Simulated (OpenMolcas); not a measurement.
# One shape, several levels: SiH2O2F (SMILES O[Si](O)F)

Aim: a comparison of 6 runs (UHF/aug-cc-pVDZ, UB3LYP/aug-cc-pVDZ, UBHLYP/aug-cc-pVDZ, UM06-L/aug-cc-pVDZ, UPBE/aug-cc-pVDZ, UTPSS/aug-cc-pVDZ) of SiH2O2F. 

Program for the calculation: OpenMolcas 26.06.

## Step 1: The system as given

SiH2O2F: 6 atoms, total charge 0, spin state doublet. As SMILES, `O[Si](O)F`. The Si2–F4 distance was set to 2.869 Å, away from the relaxed value. At this shape a bond of the SMILES string is far longer than usual.

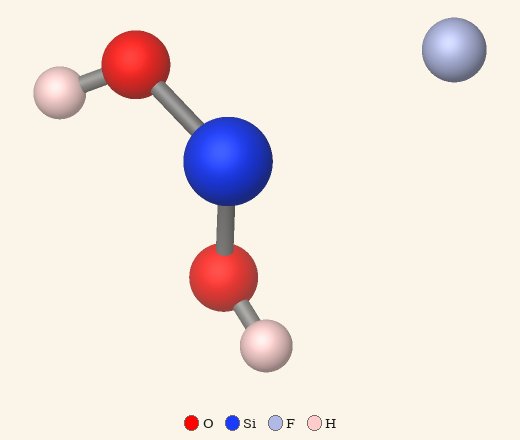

The structure, seen from a chosen angle (oxygen red, silicon blue, fluorine light blue, hydrogen pink).

## Step 2: A single-point energy at UHF/aug-cc-pVDZ (run 1)

mol.inp reads:

```
* FH2O2Si Hartree-Fock
>>> EXPORT MOLCAS_PRINT=2
&GATEWAY
BasLib
$CurrDir
Coord
6
bohr
O     -1.33886340     3.70405218     0.43380175
Si     1.06146672     1.80336564     0.77357451
O      0.99230275     0.69428538     3.66466650
F      0.30122234    -2.14276045    -2.86539172
H     -1.64934540     4.88853251     1.77059401
H      2.40203844    -0.29952159     4.22232468
Basis
aug-cc-pVDZ
Group
NoSym
&SEWARD
&SCF
UHF
Spin
2
Thresholds
1e-10 1e-07 1e-07 1e-05
PrOrbitals
1 1
```

The basis set aug-cc-pVDZ is read from a file made from the Basis Set Exchange's data (not shown).

Started as:

```bash
export MOLCAS_MEM=1860
pymolcas mol.inp > mol.log
```

Standard output:

```text
--- Start Module: gateway ---
[...]
--- Stop Module: gateway /rc=_RC_ALL_IS_WELL_ ---
--- Start Module: seward ---
[...]
      Basis functions          114
--- Stop Module: seward /rc=_RC_ALL_IS_WELL_ ---
[...]
--- Start Module: scf ---
[...]
       Convergence after  41 Iterations
[...]
::    Total SCF energy                               -539.2817339049
[...]
      Total spin, S                                     0.5905558969
[...]
      Total electronic charge=   41.000000
      Total            charge=   -0.000000
[...]
      Dipole Moment (debye):
      Origin of the operator (angstrom)=    0.2002    0.5536    0.2535
                   X=  1.1070E+00               Y=  6.9932E-01               Z=  2.0851E+00           Total=  2.4621E+00
      Quadrupole Moment (debye*angstrom):
[...]
--- Stop Module: scf /rc=_RC_ALL_IS_WELL_ ---
[...]
```

Wall time 32 s (1 thread of Arm Neoverse V2, shared host); peak memory 0.69 GiB.

## Step 3: The energy at UB3LYP/aug-cc-pVDZ (run 2)

test.inp reads:

```
&GATEWAY
 BASLIB = $CurrDir
 COORD
 6
 angstrom
 O       -0.708496       1.960100       0.229558
 Si       0.561704       0.954300       0.409358
 O        0.525104       0.367400       1.939258
 F        0.159400      -1.133900      -1.516300
 H       -0.872796       2.586900       0.936958
 H        1.271104      -0.158500       2.234358
 BASIS = aug-cc-pVDZ
 GROUP = NoSym

&SEWARD
 GRIDINPUT
 Grid=UltraFine
 End of Grid

&SCF
 UHF
 SPIN = 2
 KSDFT = B3LYP
 THRESHOLDS = 1e-10 1e-07 1e-07 1e-05
 PRORBITALS = 1 1
```

The basis set aug-cc-pVDZ is read from a file made from the Basis Set Exchange's data (not shown).

Started as:

```bash
export MOLCAS_MEM=1860
pymolcas test.inp > test.log
```

Standard output:

```text
--- Start Module: gateway ---
[...]
--- Stop Module: gateway /rc=_RC_ALL_IS_WELL_ ---
--- Start Module: seward ---
[...]
      Basis functions          114
--- Stop Module: seward /rc=_RC_ALL_IS_WELL_ ---
[...]
--- Start Module: scf ---
[...]
       Convergence after  27 Iterations
[...]
::    Total KS-DFT energy                            -541.0130581237
[...]
      Total spin, S                                     0.5127198534
[...]
      Total electronic charge=   41.000000
      Total            charge=   -0.000000
[...]
      Dipole Moment (debye):
      Origin of the operator (angstrom)=    0.2002    0.5536    0.2535
                   X=  1.7589E+00               Y=  3.7621E+00               Z=  4.9073E+00           Total=  6.4287E+00
      Quadrupole Moment (debye*angstrom):
[...]
--- Stop Module: scf /rc=_RC_ALL_IS_WELL_ ---
[...]
```

It took 97 s on 1 thread of Arm Neoverse V2, shared host; peak memory 0.69 GiB.

Run 3 isn't shown in full; the table further down has it.

## Step 4: A single-point energy at UM06-L/aug-cc-pVDZ (run 4)

input.xyz reads:

```xyz
6

O     -0.708496     1.960100     0.229558
Si     0.561704     0.954300     0.409358
O      0.525104     0.367400     1.939258
F      0.159400    -1.133900    -1.516300
H     -0.872796     2.586900     0.936958
H      1.271104    -0.158500     2.234358
```

test.inp reads:

```
&GATEWAY
BasLib=$CurrDir
Coord=input.xyz
Basis=aug-cc-pVDZ
Group=NoSym
&SEWARD
GridInput
Grid=UltraFine
End of Grid
&SCF
UHF
Spin=2
KSDFT=M06L
Thresholds=1e-10 1e-07 1e-07 1e-05
PrOrbitals=0
```

The basis set aug-cc-pVDZ is read from a file made from the Basis Set Exchange's data (not shown).

Started as:

```bash
export MOLCAS_MEM=1860
pymolcas test.inp > test.log
```

Standard output:

```text
--- Start Module: gateway ---
[...]
--- Stop Module: gateway /rc=_RC_ALL_IS_WELL_ ---
--- Start Module: seward ---
[...]
      Basis functions          114
--- Stop Module: seward /rc=_RC_ALL_IS_WELL_ ---
[...]
--- Start Module: scf ---
[...]
       Convergence after  32 Iterations
[...]
::    Total KS-DFT energy                            -540.9532617266
[...]
      Total spin, S                                     0.5110037664
[...]
      Total electronic charge=   41.000000
      Total            charge=   -0.000000
[...]
      Dipole Moment (debye):
      Origin of the operator (angstrom)=    0.2002    0.5536    0.2535
                   X=  1.6467E+00               Y=  3.7003E+00               Z=  4.9166E+00           Total=  6.3700E+00
      Quadrupole Moment (debye*angstrom):
[...]
--- Stop Module: scf /rc=_RC_ALL_IS_WELL_ ---
[...]
```

Run time: 2.8 min. Hardware: 1 thread of Arm Neoverse V2, shared host; peak memory 0.69 GiB.

Run 5 isn't shown in full; the table further down has it.

## Step 5: The energy at UTPSS/aug-cc-pVDZ (run 6)

calc.input reads:

```
&GATEWAY
 BASLIB=$CurrDir
 COORD
 6
 angstrom
 O       -0.708496       1.960100       0.229558
 Si       0.561704       0.954300       0.409358
 O        0.525104       0.367400       1.939258
 F        0.159400      -1.133900      -1.516300
 H       -0.872796       2.586900       0.936958
 H        1.271104      -0.158500       2.234358
 BASIS=aug-cc-pVDZ
 GROUP=NoSym

&SEWARD
 GRIDINPUT
 Grid=UltraFine
 End of Grid

&SCF
 UHF
 SPIN=2
 KSDFT=2
 1.0 MGGA_X_TPSS
 1.0 MGGA_C_TPSS
 THRESHOLDS=1e-10 1e-07 1e-07 1e-05
 PRORBITALS=1 1
```

The basis set aug-cc-pVDZ is read from a file made from the Basis Set Exchange's data (not shown).

Started as:

```bash
export MOLCAS_MEM=1860
pymolcas calc.input > calc.log
```

Standard output:

```text
--- Start Module: gateway ---
[...]
--- Stop Module: gateway /rc=_RC_ALL_IS_WELL_ ---
--- Start Module: seward ---
[...]
      Basis functions          114
--- Stop Module: seward /rc=_RC_ALL_IS_WELL_ ---
[...]
--- Start Module: scf ---
[...]
       Convergence after  27 Iterations
[...]
::    Total KS-DFT energy                            -541.0372072750
[...]
      Total spin, S                                     0.5088310455
[...]
      Total electronic charge=   41.000000
      Total            charge=   -0.000000
[...]
      Dipole Moment (debye):
      Origin of the operator (angstrom)=    0.2002    0.5536    0.2535
                   X=  1.6297E+00               Y=  3.9290E+00               Z=  5.1623E+00           Total=  6.6890E+00
      Quadrupole Moment (debye*angstrom):
[...]
--- Stop Module: scf /rc=_RC_ALL_IS_WELL_ ---
[...]
```

It took 2.4 min on 1 thread of Arm Neoverse V2, shared host; peak memory 0.69 GiB.

## Step 6: The series

```csv
run,level,integration grid,energy (Eh),dipole moment (D),HOMO energy (eV),LUMO energy (eV),wall time
1,UHF/aug-cc-pVDZ,–,-539.281734,2.46,-9.73,0.50,32 s
2,UB3LYP/aug-cc-pVDZ,UltraFine,-541.013058,6.43,-7.91,-5.31,97 s
3,UBHLYP/aug-cc-pVDZ,UltraFine,-540.874310,4.93,-8.56,-3.80,2.1 min
4,UM06-L/aug-cc-pVDZ,UltraFine,-540.953262,6.37,-7.06,-5.59,2.8 min
5,UPBE/aug-cc-pVDZ,UltraFine,-540.602309,6.86,-6.60,-5.87,98 s
6,UTPSS/aug-cc-pVDZ,UltraFine,-541.037207,6.69,-6.83,-5.71,2.4 min
```

## Step 7: Results

```
                                 quantity          value
                      run 6: total energy  -541.03721 Eh
                     run 6: dipole moment         6.69 D
run 6: HOMO energy (highest over α and β)       -6.83 eV
 run 6: LUMO energy (lowest over α and β)       -5.71 eV
                              run 6: ⟨S²⟩          0.768
```

What this shows: The dipole moment (its size) runs from 2.46 D (UHF/aug-cc-pVDZ) to 6.86 D (UPBE/aug-cc-pVDZ). Totals of different functionals can't be ranked against each other. Spin contamination of the reference: run 1 ⟨S²⟩ = 0.94. All runs together took 11 min, the longest 2.8 min.
